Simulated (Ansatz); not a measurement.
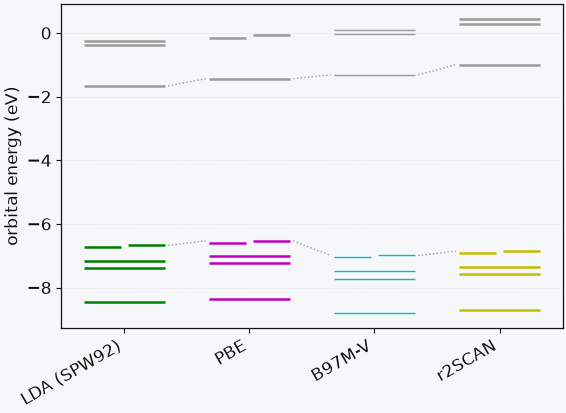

Frontier orbital energies of CH₈BCl₂NSi, SMILES C[B-](Cl)(Cl)[NH2+][SiH3] at one geometry, def2-TZVPP, the Ansatz code 0.2.0, at a PBE0-D4/def2-TZVP geometry (a minimum by its frequencies). Empty levels are grey, levels within 0.1 eV stand side by side; all columns show the same few orbitals around the gap. Dotted lines join the HOMOs and the LUMOs.

### How do the frontier levels move from column to column?

The separation grows from 5.01 eV (LDA (SPW92)) to 5.86 eV (r2SCAN).

```tsv
level	HOMO (eV)	LUMO (eV)	separation (eV)
LDA (SPW92)	−6.68	−1.66	5.01
PBE	−6.53	−1.44	5.09
B97M-V	−6.99	−1.32	5.68
r2SCAN	−6.86	−1.00	5.86
```

Limits of at least one run: empty levels above zero depend strongly on the basis; one conformer of a flexible molecule.
